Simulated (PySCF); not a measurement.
## Electronic structure of C₂H₅F₃OSi in real space

```csv
atom,x (Å),y (Å),z (Å)
C,1.3369,-0.9475,-0.2277
Si,0.0929,0.4373,-0.5634
O,0.5566,1.9136,-0.1006
C,-1.4666,-0.0422,0.5205
F,-1.9200,-1.2943,0.3133
F,-2.5232,0.7725,0.3240
F,-1.1905,0.0346,1.8474
H,2.2683,-0.7680,-0.7564
H,0.9581,-1.9135,-0.5489
H,1.5709,-1.0281,0.8329
H,-0.3703,0.6353,-1.9244
H,0.6880,2.1995,0.8014
```

Geometry: GFN2-xTB.

All numbers below come from PySCF, PBE0/pcSseg-1, SCF density, gas phase, non-relativistic.

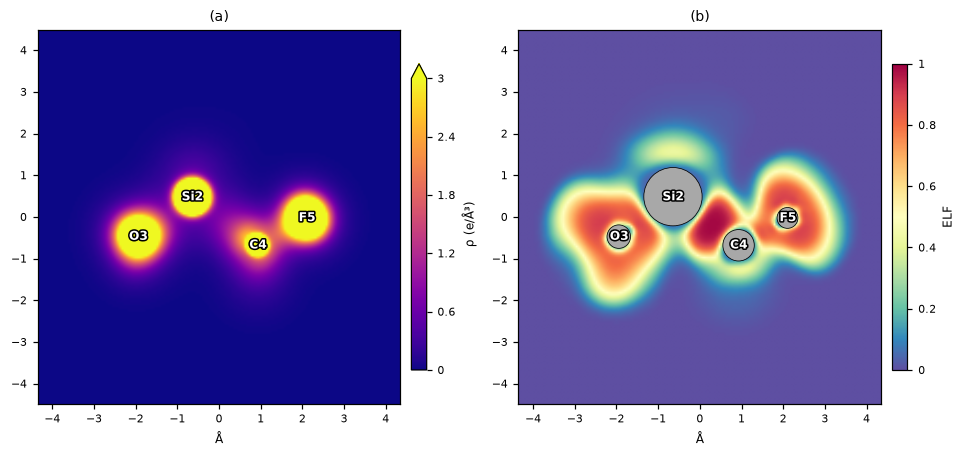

Figure 1. (a) total electron density; (b) ELF on the plane of atoms O3, Si2 and C4. Grey discs cover the atomic cores in the ELF map.

Interpret the plot.

Atoms in the plane: Si, O, C and F. C–F (1.35 Å): ρ at the midpoint is about 2.3 e/Å³, with its minimum of 1.8 e/Å³ about 0.5 Å from C; the ELF peaks at about 0.85 between the atoms; a shared but strongly polarised pair. Si–O (1.62 Å): the density is about 1.2 e/Å³ at the midpoint; the ELF peaks at about 0.85 between the atoms (a short, strongly polar bond). C–Si (1.96 Å): the density is about 0.92 e/Å³ at the midpoint; the ELF peaks at about 1 between the atoms, as expected for a shared electron pair. The ELF also peaks beside F5 and O3, away from the bonds: lone-pair regions.

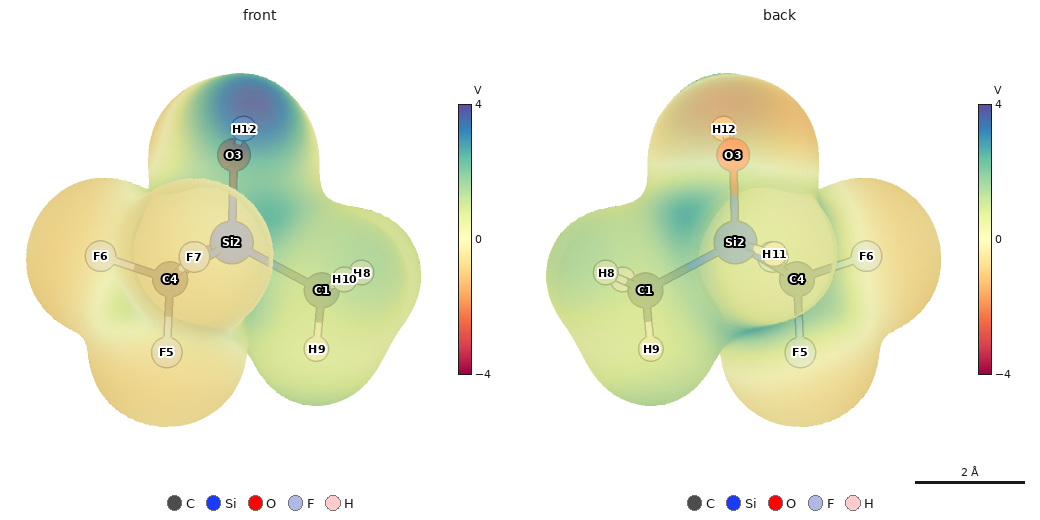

Figure 2. The electrostatic potential painted on the density surface at 0.004 e/bohr³, seen from the front and from behind; red is negative and blue positive.

Which sites attract a positive test charge, and which a negative one?

A positive charge is drawn to the negative regions and a negative charge to the positive ones. The most negative region (about −1.3 V, or −30 kcal/mol for a unit charge) lies over O3, the most positive (about +3.6 V, or +83 kcal/mol for a unit charge) over H12. O3 is the likeliest acceptor of a hydrogen bond.

How polar is the molecule by this calculation?

Its dipole moment is 2.61 D.
